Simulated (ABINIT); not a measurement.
**Quasiparticle gap of SnO2 (Cassiterite) in ABINIT**

Aim: the G0W0 gap of SnO2 (Cassiterite) on PBE with spin-orbit coupling, step by step.

Program: ABINIT 10.8.3. Level of theory: PBE and many-body steps on it, plane waves. Results are calculated unless marked as measured.

**Experimental background.**

- Gap 3.6 eV: experimental gap quoted from earlier work; bulk crystal (quoted in “Study on the Photocatalytic Properties of Flower-Shaped SnO2”, 2022, pmc:9565917).

Most raw output is cut from this account.

### 1. The starting structure

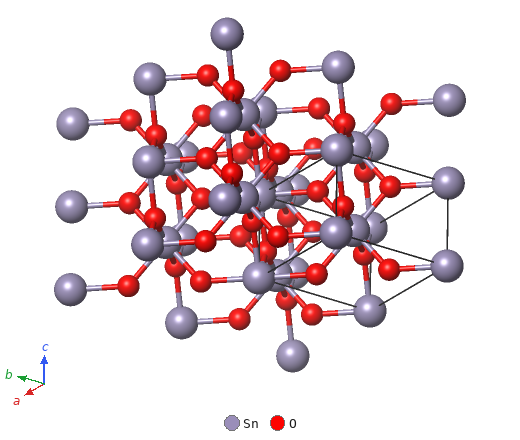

The starting structure, seen from a free direction (tin purple, oxygen red). 2×2×2 cells are drawn. Some periodic images of atoms are drawn too.

The cell and positions come from the Crystallography Open Database and are kept as given unless a step says otherwise.

### 2. Ground state

This step: ABINIT 10.8.3; DFT, PBE with spin-orbit coupling, plane waves, norm-conserving pseudopotentials.

The ground-state density comes first.

run.abi reads:

```
acell 3*1.0 Angstrom
rprim 
  4.738000000000 0.000000000000 0.000000000000
  0.000000000000 4.738000000000 0.000000000000
  0.000000000000 0.000000000000 3.186500000000
ntypat 2
znucl 50 8
natom 6
typat 1 1 2 2 2 2
xred 
  0.000000000000 0.000000000000 0.000000000000
  0.500000000000 0.500000000000 0.500000000000
  0.307100000000 0.307100000000 0.000000000000
  0.192900000000 0.807100000000 0.500000000000
  0.692900000000 0.692900000000 0.000000000000
  0.807100000000 0.192900000000 0.500000000000
pp_dirpath "pseudos"
pseudos "Sn.upf, O.upf"
ecut 42
nspinor 2
ngkpt 4 4 6
nshiftk 1
shiftk 0 0 0
kptopt 1
chksymbreak 0
nband 82
occopt 1
tolvrs 1e-10
nstep 60
prtwf 0
optforces 0
optstress 0
indata_prefix "in"
outdata_prefix "out"
tmpdata_prefix "tmp"
```

On the command line:

```sh
OMP_NUM_THREADS=1 mpirun -n 8 abinit run.abi > log
```

Wall time 3.2 min (8 MPI ranks of Arm Neoverse V2, shared host); peak memory 1.1 GiB.

Numbers from this step:

```
total energy               : -13859.4561 eV
gap                        : 1.293 eV
k of the valence top       : 0, 0, 0
k of the conduction bottom : 0, 0, 0
least direct gap           : 1.293 eV
```

The gap is direct, at Γ.

### 3. Bands along the symmetry lines

Levels along a band path, at the cheap level, show where the edges lie and whether the meshes to come will hold them.

run.abi reads:

```
acell 3*1.0 Angstrom
rprim 
  4.738000000000 0.000000000000 0.000000000000
  0.000000000000 4.738000000000 0.000000000000
  0.000000000000 0.000000000000 3.186500000000
ntypat 2
znucl 50 8
natom 6
typat 1 1 2 2 2 2
xred 
  0.000000000000 0.000000000000 0.000000000000
  0.500000000000 0.500000000000 0.500000000000
  0.307100000000 0.307100000000 0.000000000000
  0.192900000000 0.807100000000 0.500000000000
  0.692900000000 0.692900000000 0.000000000000
  0.807100000000 0.192900000000 0.500000000000
pp_dirpath "pseudos"
pseudos "Sn.upf, O.upf"
ecut 42
nspinor 2
iscf -2
irdden 1
kptopt 0
nkpt 39
kpt 
  0.00000000 0.00000000 0.00000000
  0.00000000 0.12500000 0.00000000
  0.00000000 0.25000000 0.00000000
  0.00000000 0.37500000 0.00000000
  0.00000000 0.50000000 0.00000000
  0.12500000 0.50000000 0.00000000
  0.25000000 0.50000000 0.00000000
  0.37500000 0.50000000 0.00000000
  0.50000000 0.50000000 0.00000000
  0.37500000 0.37500000 0.00000000
  0.25000000 0.25000000 0.00000000
  0.12500000 0.12500000 0.00000000
  0.00000000 0.00000000 0.00000000
  0.00000000 0.00000000 0.12500000
  0.00000000 0.00000000 0.25000000
  0.00000000 0.00000000 0.37500000
  0.00000000 0.00000000 0.50000000
  0.00000000 0.12500000 0.50000000
  0.00000000 0.25000000 0.50000000
  0.00000000 0.37500000 0.50000000
  0.00000000 0.50000000 0.50000000
  0.12500000 0.50000000 0.50000000
  0.25000000 0.50000000 0.50000000
  0.37500000 0.50000000 0.50000000
  0.50000000 0.50000000 0.50000000
  0.37500000 0.37500000 0.50000000
  0.25000000 0.25000000 0.50000000
  0.12500000 0.12500000 0.50000000
  0.00000000 0.00000000 0.50000000
  0.00000000 0.50000000 0.00000000
  0.00000000 0.50000000 0.12500000
  0.00000000 0.50000000 0.25000000
  0.00000000 0.50000000 0.37500000
  0.00000000 0.50000000 0.50000000
  0.50000000 0.50000000 0.00000000
  0.50000000 0.50000000 0.12500000
  0.50000000 0.50000000 0.25000000
  0.50000000 0.50000000 0.37500000
  0.50000000 0.50000000 0.50000000
istwfk *1
nband 84
nbdbuf 6
tolwfr 1e-08
nstep 40
prtwf 0
prtvol 0
indata_prefix "in"
outdata_prefix "out"
tmpdata_prefix "tmp"
```

Run time: 2.7 min. Hardware: 8 MPI ranks; peak memory 1.3 GiB.

Numbers from this step:

```yaml
gap: 1.293 eV
k_of_the_valence_top: 0, 0, 0
k_of_the_conduction_bottom: 0, 0, 0
least_direct_gap: 1.293 eV
```

The gap is 1.293 eV, as in the run before at this level.

Electronic bands along the path, in eV, zero at the top of the highest filled band:

```csv
point,band 65,band 66,band 67,band 68,band 69,band 70,band 71,band 72
Γ,-0.75,-0.75,0.00,0.00,1.29,1.29,6.15,6.15
X,-0.63,-0.63,-0.63,-0.63,4.44,4.44,4.44,4.44
M,-0.90,-0.90,-0.90,-0.90,4.84,4.84,4.84,4.84
Γ,-0.75,-0.75,0.00,0.00,1.29,1.29,6.15,6.15
Z,-1.25,-1.25,-1.25,-1.25,6.23,6.23,6.23,6.23
R,-0.72,-0.72,-0.70,-0.70,6.49,6.49,6.50,6.50
A,-0.83,-0.83,-0.83,-0.83,4.93,4.93,4.93,4.93
Z,-1.25,-1.25,-1.25,-1.25,6.23,6.23,6.23,6.23
jump to X,-0.63,-0.63,-0.63,-0.63,4.44,4.44,4.44,4.44
R,-0.72,-0.72,-0.70,-0.70,6.49,6.49,6.50,6.50
jump to M,-0.90,-0.90,-0.90,-0.90,4.84,4.84,4.84,4.84
A,-0.83,-0.83,-0.83,-0.83,4.93,4.93,4.93,4.93
```

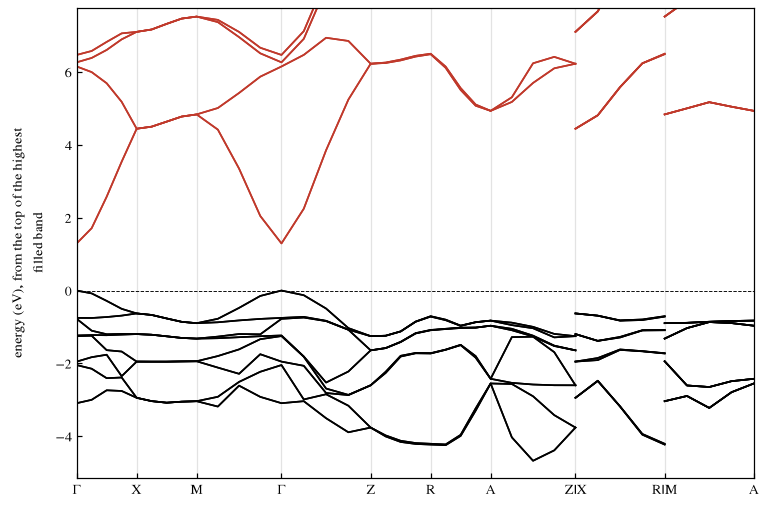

Electronic bands along the path; lines of filled and empty bands in two colours.

### 4. Empty states on the mesh, 2×2×4 mesh, 136 bands

The sums over transitions need many empty states on a uniform mesh; this step solves for them.

run.abi reads:

```
acell 3*1.0 Angstrom
rprim 
  4.738000000000 0.000000000000 0.000000000000
  0.000000000000 4.738000000000 0.000000000000
  0.000000000000 0.000000000000 3.186500000000
ntypat 2
znucl 50 8
natom 6
typat 1 1 2 2 2 2
xred 
  0.000000000000 0.000000000000 0.000000000000
  0.500000000000 0.500000000000 0.500000000000
  0.307100000000 0.307100000000 0.000000000000
  0.192900000000 0.807100000000 0.500000000000
  0.692900000000 0.692900000000 0.000000000000
  0.807100000000 0.192900000000 0.500000000000
pp_dirpath "pseudos"
pseudos "Sn.upf, O.upf"
ecut 42
nspinor 2
ngkpt 2 2 4
nshiftk 1
shiftk 0 0 0
kptopt 1
chksymbreak 0
iscf -2
irdden 1
istwfk *1
nband 136
nbdbuf 12
tolwfr 1e-09
nstep 60
prtvol 0
indata_prefix "in"
outdata_prefix "out"
tmpdata_prefix "tmp"
```

Run time: 1.7 min. Hardware: 8 MPI ranks; peak memory 0.87 GiB; 14 min of CPU time.

Numbers from this step:

| Property | Result |
| --- | --- |
| gap | 1.293 eV |
| k of the valence top | 0, 0, 0 |
| k of the conduction bottom | 0, 0, 0 |
| least direct gap | 1.293 eV |
| k points computed | 9 |
| lowest point of the top converged band, above the valence top | 27.02 eV |

On this mesh the gap is 1.293 eV.

### 5. Screening, 2×2×4 mesh, 124 bands, screening to 81.6 eV

The RPA dielectric matrix is built and inverted for each q.

This step: RPA screening on PBE with spin-orbit coupling, plane waves, norm-conserving pseudopotentials.

run.abi: that of step 4 with these lines changed.

```diff
@@ -25,10 +25,11 @@
 chksymbreak 0
-iscf -2
-irdden 1
 istwfk *1
-nband 136
-nbdbuf 12
-tolwfr 1e-09
-nstep 60
-prtvol 0
+occopt 1
+irdwfk 1
+optdriver 3
+nband 124
+ecuteps 3
+inclvkb 0
+awtr 1
+symchi 1
 indata_prefix "in"
```

Wall time 51 s (8 MPI ranks); peak memory 6.6 GiB.

This step gave:

- ε∞ with local fields, on this mesh, along the program's q direction: 7.417
- the same without local fields: 7.620
- plasma frequency: 36.20 eV
- plane waves in the screening matrix: 113

Local fields lower ε∞ by 3 %. On a Γ-centred mesh this coarse the value itself is usually too large, while a short band sum pulls it down.

### 6. Self-energy, 2×2×4 mesh, 124 bands, screening to 81.6 eV

The self-energy is evaluated for the states that the input lists, and the levels follow from it, in one-shot runs by the linearised quasiparticle equation.

This step: G0W0 on PBE with spin-orbit coupling, plane waves, norm-conserving pseudopotentials.

run.abi: that of step 5 with these lines changed.

```diff
@@ -28,8 +28,15 @@
 irdwfk 1
-optdriver 3
+optdriver 4
 nband 124
+gwcalctyp 0
+ecutsigx 42
+symsigma 0
+nkptgw 1
+kptgw 
+  0.0000000000 0.0000000000 0.0000000000
+bdgw 
+  65 72
 ecuteps 3
-inclvkb 0
-awtr 1
-symchi 1
+irdscr 1
+ppmodel 1
 indata_prefix "in"
```

Wall time 10 s (8 MPI ranks); peak memory 3.4 GiB.

This step gave:

* G0W0 gap on the points computed: 2.718 eV
* starting gap on the mesh: 1.293 eV
* k of the valence top: 0, 0, 0
* k of the conduction bottom: 0, 0, 0
* Z at the valence top: 0.782
* Z at the conduction bottom: 0.843
* least direct G0W0 gap on the computed points: 2.718 eV

The gap on the mesh goes from 1.29 eV to 2.72 eV, a correction of +1.42 eV.

Limits: finite bands, cutoff and mesh; screening head approximate; coarse k mesh. v1 is the top filled band, c1 the lowest empty one. Levels before and after the correction, in eV, zero at the valence-band top of each column:

```csv
,conduction bottom,valence top
Kohn-Sham,1.29,0.00
G0W0,2.72,0.00
```

```csv
,level,energy (eV)
Kohn-Sham,Γ v4-v3,-0.751
Kohn-Sham,Γ v2-v1,0.000
Kohn-Sham,Γ c1-c2,1.293
Kohn-Sham,Γ c3-c4,6.152
G0W0,Γ v4-v3,-0.721
G0W0,Γ v2-v1,0.000
G0W0,Γ c1-c2,2.718
G0W0,Γ c3-c4,8.219
```

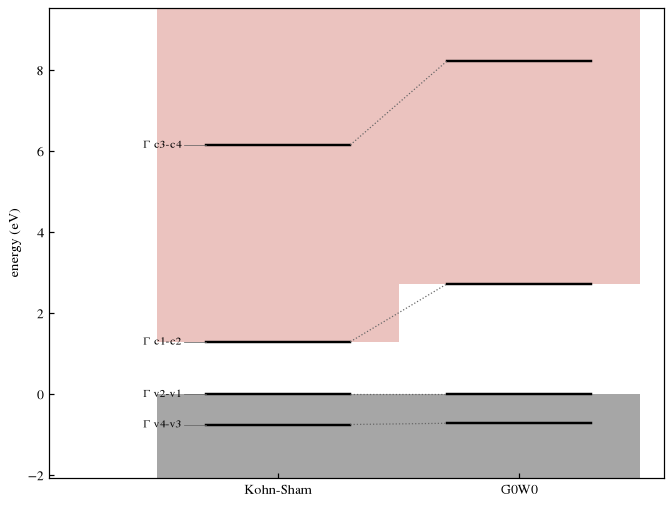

Levels before and after the correction. Shaded: valence and conduction bands.

### 7. Where the time went

Times are wall times on 8 MPI ranks of Arm Neoverse V2, shared host, good to a factor of about two.

```csv
step,time,share,memory (GiB)
ground state,3.2 min,37 %,1.1
bands along the symmetry lines,2.7 min,31 %,1.3
empty states on the mesh,1.7 min,20 %,0.87
screening,51 s,10 %,6.6
self-energy,10 s,2 %,3.4
```

### 8. What came out

```
PBE gap              : 1.29 eV, direct
G0W0 gap on the mesh : 2.72 eV
GW settings          : 2×2×4 mesh, 124 bands, screening to 81.6 eV, Godby-Needs plasmon pole
known limits         : not at the basis limit; screening head approximate; coarse k mesh
```

In words: G0W0 moves the gap on the mesh from 1.29 eV to 2.72 eV (+1.42 eV), with Z of 0.78 and 0.84 at the edges. Local fields lower the RPA ε∞ on this mesh from 7.62 to 7.42; a Γ-centred mesh this coarse tends to raise both, most where the direct gap is narrow, while a short band sum lowers them. Only 1 of the mesh's irreducible points was corrected, so a valley elsewhere could overtake. Against experiment, by G0W0@PBE: the gap of 2.72 eV lies −0.88 eV from the measured 3.6 eV (kind not stated, quoted 2022). The calculation has static nuclei and no excitons; a measured gap holds zero-point and thermal motion, which mostly lowers it. Against the values above the computed gap that would widen the miss. A likelier cause is too strong a screening: the start's gap is only 1.29 eV, the mesh is coarse, and one shot does not repair that. Bands and cutoff are finite, so the gap is not at the basis limit. The miss can reach some tenths of an eV and take either sign; the mesh is an error of its own. In the G0W0 run levels were corrected at 1 k point alone, so a gap called «on the mesh» is the least over those, and an edge elsewhere would be missed. The 2×2×4 mesh is coarse for this cell, which bears on the long-range parts of exchange and screening. The long-wavelength limit of the screening leaves out the non-local commutator, which shifts ε∞.

[Paths, hosts, dates, memory and timing lines, banners, echoed tables and standing remarks are left out of the program output.]

[Logs are printed without paths, hosts, clocks, repeated set-up lines and the standing remarks that a program may print on its own settings, such as how far it seeks lower states.]

[Runs of the session that timed out or met a known fault of the program may be left out.]

[No measured gap is set beside runs whose start may be inverted or whose files or cutoffs have a known fault.]

[Hosts, paths, dates, database ids (printed as entryN), source tags and the programs' standing remarks are cut or masked in the printed files.]

[G0W0 gaps are taken among the corrected bands and points alone; a level outside them can change the order at an edge.]

[Where Ansatz stands beside ABINIT at settings called matched, ABINIT's density can come from a denser mesh and the files from another edition; pairs whose starting gaps differed by over 0.03 eV were left out, so agreement reads better than it is.]
